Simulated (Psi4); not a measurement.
# singlet SiNH3ClO+ at 3 levels

Wanted: a comparison of 3 runs (B2PLYP/def2-SVP, wB97M-V/def2-SVP, MP3/def2-SVP) of singlet SiNH3ClO+. 

Program for the calculation: Psi4 1.11.

1 further run of the same task is left out (it didn't finish). Runs told in other sessions of the task aren't counted.

### 1 The system as given

SiNH3ClO+ has 7 atoms, charge +1, and is taken as a singlet. SMILES of the parent species: `[NH][SiH](O)Cl`. The shape is that of a PBE0-D4/def2-TZVP optimisation. This is one conformer, not always the lowest. That shape belongs to the parent species and isn't relaxed for this state.

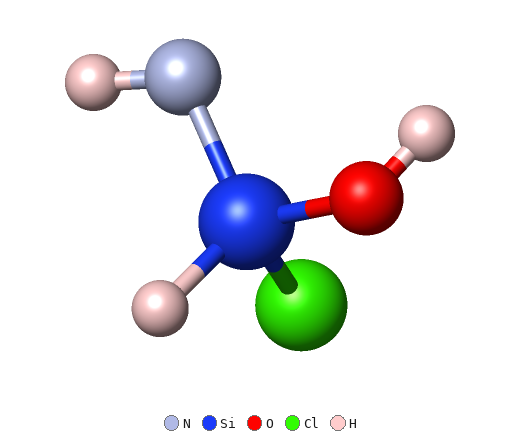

The structure, seen from a chosen angle (nitrogen light blue, silicon blue, oxygen red, chlorine green, hydrogen pink).

### 2 The energy at B2PLYP/def2-SVP (density fitting for correlation) (run 1)

input.inp reads:

```
memory 2200 MB

molecule {
  1 1
  N     -0.309900     1.111500    -0.879100
  Si    -0.073900    -0.114300     0.330400
  O      1.465600    -0.630300     0.304800
  Cl    -1.390000    -1.593900    -0.221000
  H     -1.151500     1.677300    -0.756300
  H     -0.348600     0.280200     1.724700
  H      1.869600    -0.798400    -0.549200
  symmetry c1
  no_reorient
  no_com
}

set globals {
  puream true
  e_convergence 1e-09
  d_convergence 1e-08
  scf_type pk
  dft_radial_points 99
  dft_spherical_points 590
  num_frozen_docc 12
}

energy('b2plyp/def2-SVP')
```

Launch:

```
$ psi4 input.inp input.out -n 1
```

input.out:

```text
[...]
  Running in c1 symmetry.
[...]
  Nuclear repulsion =  216.933065285409384
[...]
  Multiplicity = 1
[...]
  Nalpha       = 24
  Nbeta        = 24
[...]
    Number of basis functions: 79
[...]
   @RKS iter   1:  -880.00447412575920   -5.34144e-02   7.46424e-03 ADIIS/DIIS
[...]
   @RKS iter  18:  -880.17911738399994   -6.13909e-12   3.61572e-09 DIIS
[...]
    Orbital Energies [Eh]
    ---------------------
    Doubly Occupied:
       1A   -103.130397     2A    -67.530330     3A    -19.950571
       4A    -15.258404     5A    -10.162900     6A     -7.808154
       7A     -7.803200     8A     -7.801558     9A     -5.937549
      10A     -4.196585    11A     -4.195588    12A     -4.193079
      13A     -1.353772    14A     -1.271074    15A     -1.173146
      16A     -0.902696    17A     -0.836255    18A     -0.756895
      19A     -0.710464    20A     -0.675511    21A     -0.656190
      22A     -0.630736    23A     -0.607784    24A     -0.605870
[...]
  @RKS Final Energy:  -880.17911738399994
   => Energetics <=
    Nuclear Repulsion Energy =            216.9330652854093842
    One-Electron Energy =               -1635.5797842179904364
    Two-Electron Energy =                 569.7174976759813489
    DFT Exchange-Correlation Energy =     -31.2498961274002482
    Empirical Dispersion Energy =           0.0000000000000000
    VV10 Nonlocal Energy =                  0.0000000000000000
    Total Energy =                       -880.1791173839999374
[...]
 Multipole Moments:
 ------------------------------------------------------------------------------------
     Multipole            Electronic (a.u.)      Nuclear  (a.u.)        Total (a.u.)
 ------------------------------------------------------------------------------------
 L = 1.  Multiply by 2.5417464519 to convert [e a0] to [Debye]
 Dipole X            :         26.8563903          -27.8538072           -0.9974169
 Dipole Y            :         47.5927100          -46.8638851            0.7288249
 Dipole Z            :          3.9161415           -4.5873102           -0.6711687
 Magnitude           :                                                    1.4058782
[...]
```

Run time: 17 s. Hardware: 1 thread of Intel Xeon Platinum 8259CL at 2.50GHz (Skylake/Cascade Lake), shared host; peak memory 1 GiB.

### 3 A single-point energy at wB97M-V/def2-SVP (run 2)

job.inp reads:

```
memory 2.2 GB

molecule {
  1 1
  N     -0.309900     1.111500    -0.879100
  Si    -0.073900    -0.114300     0.330400
  O      1.465600    -0.630300     0.304800
  Cl    -1.390000    -1.593900    -0.221000
  H     -1.151500     1.677300    -0.756300
  H     -0.348600     0.280200     1.724700
  H      1.869600    -0.798400    -0.549200
  units angstrom
  symmetry c1
}

set basis def2-SVP
set reference rks
set puream true
set e_convergence 1e-09
set d_convergence 1e-08
set scf_type pk
set dft_radial_points 99
set dft_spherical_points 590

e_tot, wfn = energy('wb97m-v', return_wfn=True)
```

Launch:

```
$ psi4 -i job.inp -o job.out -n 1
```

job.out:

```text
[...]
  Running in c1 symmetry.
[...]
  Nuclear repulsion =  216.933065285409384
[...]
  Multiplicity = 1
[...]
  Nalpha       = 24
  Nbeta        = 24
[...]
    Number of basis functions: 79
[...]
   @RKS iter   1:  -880.52968702639794   -1.24135e-01   7.06908e-03 ADIIS/DIIS
[...]
   @RKS iter  19:  -880.67202947243709   -2.78533e-11   9.49365e-09 DIIS
[...]
    Orbital Energies [Eh]
    ---------------------
    Doubly Occupied:
       1A   -102.094564     2A    -66.700936     3A    -19.569523
       4A    -14.910145     5A     -9.894387     6A     -7.605008
       7A     -7.598737     8A     -7.596463     9A     -5.743934
      10A     -4.063168    11A     -4.062187    12A     -4.059547
      13A     -1.345613    14A     -1.263191    15A     -1.182867
      16A     -0.925027    17A     -0.863533    18A     -0.787202
      19A     -0.743331    20A     -0.705294    21A     -0.691121
      22A     -0.668789    23A     -0.647557    24A     -0.643452
[...]
  @RKS Final Energy:  -880.67202947243709
   => Energetics <=
    Nuclear Repulsion Energy =            216.9330652854093842
    One-Electron Energy =               -1635.5019094119647889
    Two-Electron Energy =                 587.2247978624864118
    DFT Exchange-Correlation Energy =     -49.5258907032858957
    Empirical Dispersion Energy =           0.0000000000000000
    VV10 Nonlocal Energy =                  0.1979074949178202
    Total Energy =                       -880.6720294724370888
[...]
 Multipole Moments:
 ------------------------------------------------------------------------------------
     Multipole            Electronic (a.u.)      Nuclear  (a.u.)        Total (a.u.)
 ------------------------------------------------------------------------------------
 L = 1.  Multiply by 2.5417464519 to convert [e a0] to [Debye]
 Dipole X            :         -2.5724957            2.2495956           -0.3229001
 Dipole Y            :         -2.0217360            3.5833792            1.5616432
 Dipole Z            :         -1.1974753            0.7165335           -0.4809418
 Magnitude           :                                                    1.6656227
[...]
```

It took 4 min on 1 thread of Intel Xeon Platinum 8259CL at 2.50GHz (Skylake/Cascade Lake), shared host; peak memory 1.2 GiB.

### 4 A single-point energy at MP3/def2-SVP (run 3)

run.py reads:

```python
import psi4

psi4.set_memory(2200000000)
psi4.set_num_threads(1)
psi4.set_output_file('output.dat', False)

molecule = psi4.geometry("""
1 1
N     -0.309900     1.111500    -0.879100
Si    -0.073900    -0.114300     0.330400
O      1.465600    -0.630300     0.304800
Cl    -1.390000    -1.593900    -0.221000
H     -1.151500     1.677300    -0.756300
H     -0.348600     0.280200     1.724700
H      1.869600    -0.798400    -0.549200
units angstrom
symmetry c1
no_reorient
no_com
""")

psi4.set_options({
    'basis': 'def2-SVP',
    'reference': 'rhf',
    'puream': True,
    'e_convergence': 1e-09,
    'd_convergence': 1e-08,
    'scf_type': 'pk',
    'num_frozen_docc': 12,
    'mp_type': 'conv',
})

E = psi4.energy('mp3')
print(f'mp3 energy: {E:.10f} Eh')
for k, v in sorted(psi4.core.scalar_variables().items()):
    print(f'{k:45s} {v:18.10f}')
```

Launch:

```
$ python run.py
```

output.dat:

```text
[...]
  Running in c1 symmetry.
[...]
  Nuclear repulsion =  216.933065285409384
[...]
  Multiplicity = 1
[...]
  Nalpha       = 24
  Nbeta        = 24
[...]
    Number of basis functions: 79
[...]
   @RHF iter   1:  -878.66521656583325   -3.65210e-01   5.94944e-03 ADIIS/DIIS
[...]
   @RHF iter  18:  -878.80232892391700   -3.18323e-12   4.35853e-09 DIIS
[...]
    Orbital Energies [Eh]
    ---------------------
    Doubly Occupied:
       1A   -105.016549     2A    -69.071003     3A    -20.769240
       4A    -16.022416     5A    -10.779142     6A     -8.253342
       7A     -8.250661     8A     -8.250288     9A     -6.436367
      10A     -4.548581    11A     -4.547220    12A     -4.545504
      13A     -1.543852    14A     -1.462734    15A     -1.308581
      16A     -1.038570    17A     -0.948621    18A     -0.880240
      19A     -0.802373    20A     -0.772701    21A     -0.751836
      22A     -0.711377    23A     -0.675659    24A     -0.671140
[...]
  @RHF Final Energy:  -878.80232892391700
   => Energetics <=
    Nuclear Repulsion Energy =            216.9330652854093842
    One-Electron Energy =               -1635.3547899898574087
    Two-Electron Energy =                 539.6193957805310220
    Total Energy =                       -878.8023289239170026
[...]
 Multipole Moments:
 ------------------------------------------------------------------------------------
     Multipole            Electronic (a.u.)      Nuclear  (a.u.)        Total (a.u.)
 ------------------------------------------------------------------------------------
 L = 1.  Multiply by 2.5417464519 to convert [e a0] to [Debye]
 Dipole X            :         26.9121556          -27.8538072           -0.9416516
 Dipole Y            :         48.2109455          -46.8638851            1.3470604
 Dipole Z            :          3.7131006           -4.5873102           -0.8742095
 Magnitude           :                                                    1.8615912
[...]
	SCS-MP2 Total Energy (a.u.)        :  -879.32925470600571
	SOS-MP2 Total Energy (a.u.)        :  -879.32610842188160
[...]
	SOS-PI-MP2 Total Energy (a.u.)     :  -879.36639915249430
[...]
	MP2 Total Energy (a.u.)            :  -879.33554727425371
[...]
	SCS-MP3 Total Energy (a.u.)        :  -879.33790447612955
[...]
	MP3 Total Energy (a.u.)            :  -879.37014635474907
[...]
```

Run time: 6.3 s. Hardware: 1 thread of Intel Xeon Platinum 8259CL at 2.50GHz (Skylake/Cascade Lake), shared host; peak memory 0.45 GiB.

### 5 The series

```tsv
run	level	fitting correlation	frozen core orbitals	energy (Eh)	HOMO energy (eV)	LUMO energy (eV)	HOMO–LUMO gap (eV)	wall time
1	B2PLYP/def2-SVP (density fitting for correlation)	density fitting	12	-880.366580	-16.49	-12.10	4.39	17 s
2	wB97M-V/def2-SVP	–	0	-880.672029	-17.51	-11.38	6.13	4 min
3	MP3/def2-SVP	none	12	-879.370146	-18.26	-9.33	8.93	6.3 s
```

### 6 What came out

```
                                           quantity          value
                                run 3: total energy  -879.37015 Eh
         run 3: HOMO energy (Hartree–Fock orbitals)      -18.26 eV
         run 3: LUMO energy (Hartree–Fock orbitals)       -9.33 eV
       run 3: HOMO–LUMO gap (Hartree–Fock orbitals)        8.93 eV
run 3: correlation energy (12 core orbitals frozen)     -567.8 mEh
```

**Reading.** Totals of different functionals can't be ranked against each other. All runs together took 4.4 min, the longest 4 min.
